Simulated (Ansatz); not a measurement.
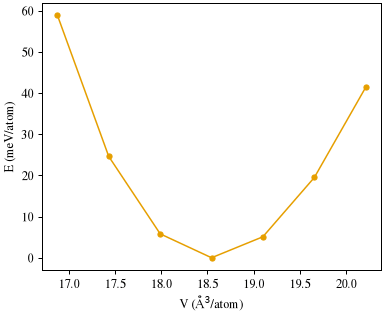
Al2Au (fluorite or antifluorite type, Fm-3m) under volume change, DFT-PBE in the program Ansatz with PAW potentials, scaled uniformly.

Problem. What does a third-order Birch–Murnaghan fit give for V₀, B₀ and B′?

Solution. V₀ = 18.55 Å³/atom, B₀ = 104 GPa, B′ = 4.8.

The cell was relaxed with PBE under the symmetry of its start. Spin–orbit coupling is left out wherever it is not named.

Potentials: the earlier of the program's two PAW sets.
